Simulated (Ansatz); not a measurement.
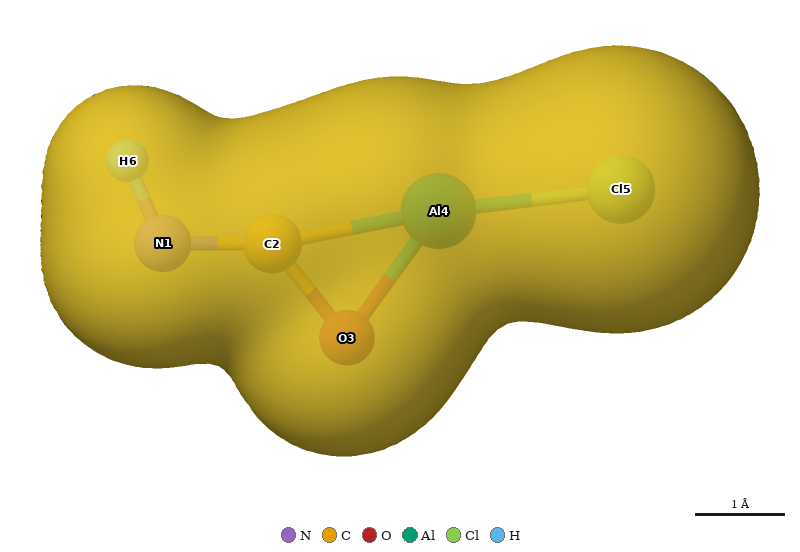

The picture shows: CHAlClNO (SMILES N=[C]1[O][Al]1[Cl]). Isosurface of the electron density at 0.05 e/Å³ (yellow), seen at a tilt.

The calculation used Ansatz, RKS PBE0-D4/def2-SVP.

Input

```
crystal:
  periodic: [false, false, false]
  atoms:
    - { symbol: "N", position_ang: [0.7653, 0.0669, 1.5617] }
    - { symbol: C, position_ang: [0.1452, -0.2375, 0.4435] }
    - { symbol: O, position_ang: [-0.43082, 0.24724, -0.86541] }
    - { symbol: Al, position_ang: [-0.71688, -1.45362, -0.48675] }
    - { symbol: Cl, position_ang: [-1.43173, -3.47757, -1.07303] }
    - { symbol: H, position_ang: [0.906, -0.5876, 2.2842] }
basis:
  gaussian: { orbitals: def2-SVP }
hamiltonian:
  xc: pbe0
  dispersion: d4
relax:
  f_tol: 0.015
  max_steps: 40
output:
  orbitals: {}
```

Run with:

```sh
ansatz run input.yaml --threads 1 --pin off --max-ram 2048MiB --backend cpu --events-out ev --progress --plain --runs-dir out
```

The fields are those of the relaxed geometry.

Which contacts does the surface bridge?

Answer. At this value the surface is in one piece. It bridges the shortest C–N (1.24 Å), C–O (1.36 Å), Al–O (1.76 Å) and C–Al (1.92 Å) contacts, where the density stays above the isovalue. On the grid the lowest density along these lines, outside the cores, is 2.7 e/Å³ (C–N, 1.24 Å), 2 e/Å³ (C–O, 1.36 Å), 0.63 e/Å³ (Al–O, 1.76 Å) and 0.54 e/Å³ (C–Al, 1.92 Å).
